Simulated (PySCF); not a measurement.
## Electronic structure of C$_{7}$H$_{6}$Cl (doublet) in real space

The calculation's input:

```
{"job": {"kind": "epr", "basis": "pcH-1"}, "charge": 0, "multiplicity": 2}
C      2.336612    -0.050305    -0.191276
C      0.965456    -0.021261    -0.079328
C      0.239559     1.204338    -0.130321
C     -1.124742     1.231674    -0.019571
C     -1.830681     0.039891     0.148143
Cl    -3.547092     0.076530     0.289829
C     -1.159446    -1.182151     0.201841
C      0.204829    -1.214729     0.091152
H      2.904080     0.853146    -0.319757
H      2.879429    -0.977065    -0.152364
H      0.789504     2.124255    -0.260577
H     -1.661994     2.166676    -0.062061
H     -1.724034    -2.093005     0.330672
H      0.727842    -2.158466     0.131451
```

Run with:

```sh
OMP_NUM_THREADS=1 python probes_run.py task.json out
```

Geometry: GFN2-xTB.

Level of theory: UKS B3LYP, pcH-1 on C Cl H, non-relativistic, mean-field spin-orbit, GIAO (PySCF).

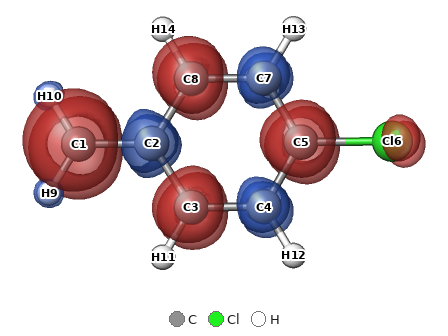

Figure 1. Isosurfaces of the spin density (α minus β) at +0.02 (red) and −0.02 e/Å³ (blue), seen across its widest extent.

Where is the unpaired spin?

The unpaired spin (1 electron) lies mostly on C1 (about 0.5), C5 (about 0.2), C8 (about 0.1) and C3 (about 0.1), in electrons by Hirshfeld's partition.

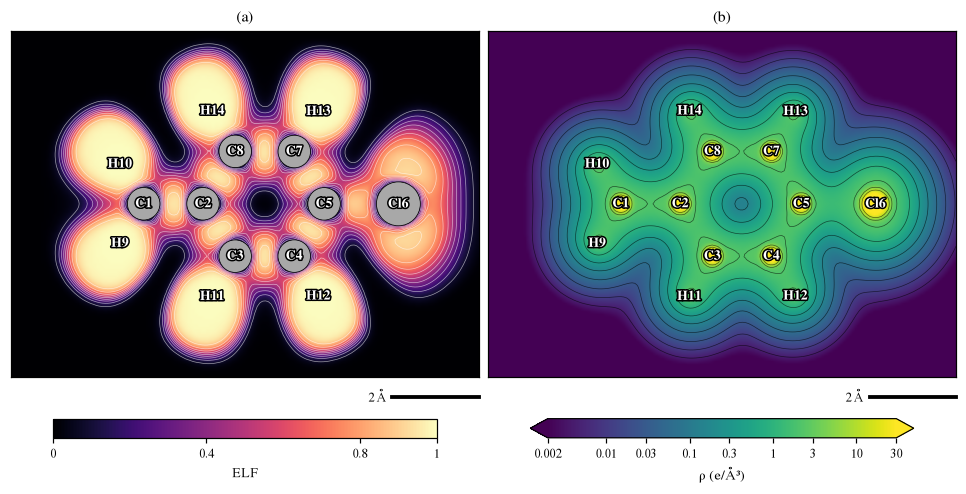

Figure 2. (a) ELF; (b) total electron density on the molecular plane. Grey discs cover the atomic cores in the ELF map.

Interpret the plot.

- The plane passes through C, Cl and H nuclei.
- C–C (1.37 Å): the density is about 2.2 e/Å³ at the midpoint; the ELF peaks at about 0.95 between the atoms (a covalent bond).
- C–Cl (1.72 Å): ρ is about 1.5 e/Å³ halfway; the ELF peaks at about 0.90 between the atoms (localised, covalent bonding).
- C–H (1.07 Å): ρ is about 2 e/Å³ halfway; the ELF climbs to about 1 towards the hydrogen, as it does in any bond to H: a covalent bond by its length.
- C–C (1.43 Å): ρ at the midpoint is about 2 e/Å³; the ELF peaks at about 0.95 between the atoms; localised, covalent bonding.
- The ELF also peaks beside Cl6, away from the bonds: non-bonding electrons, paired or unpaired.

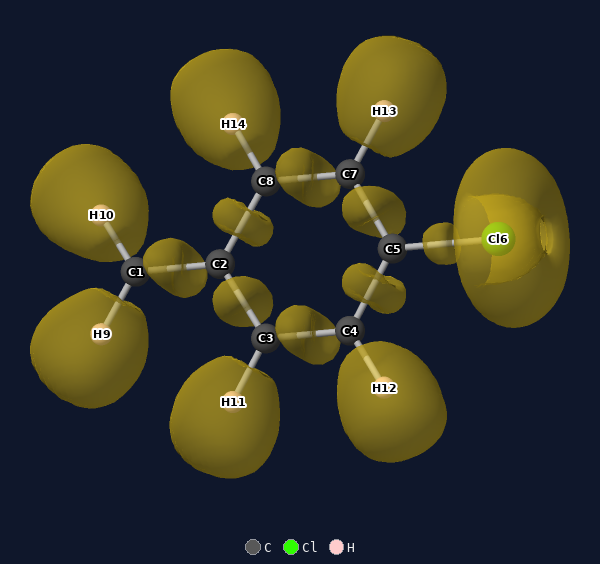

Figure 3. Isosurface of the electron localisation function at 0.8 (yellow), seen at a tilt. Only the valence region is drawn (cores and ρ < 0.01 e/Å³ removed).

Where are the electrons localised?

At this value the surface marks out seven regions between bonded C–C atoms (shared pairs), one region between bonded C–Cl atoms (shared pairs), six regions around hydrogen nuclei and one ring or bowl of non-bonding electrons around Cl.

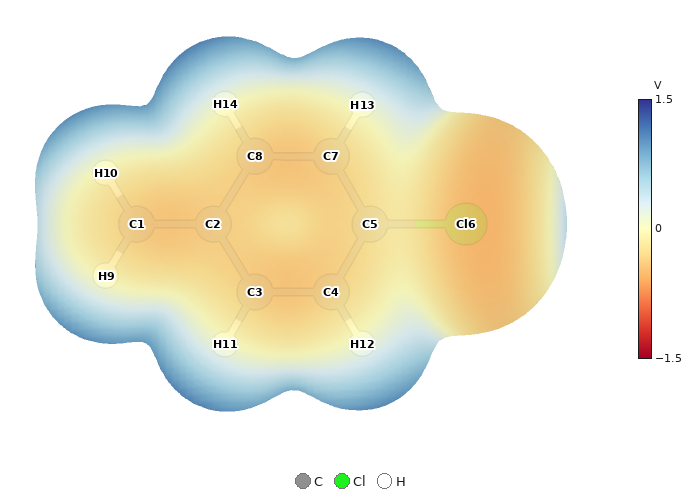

Figure 4. The electrostatic potential painted on the density surface at 0.002 e/bohr³, seen across its widest extent; the colour scale runs from red (negative) to blue (positive).

Describe the electrostatic potential map.

The most negative region (about −0.5 V) lies over Cl6, the most positive (about +1.1 V) over H11, H12, H13 and H14. Cl6 shows a σ-hole: about +0.4 V at the tip opposite its bond, against about −0.4 V on its flanks.
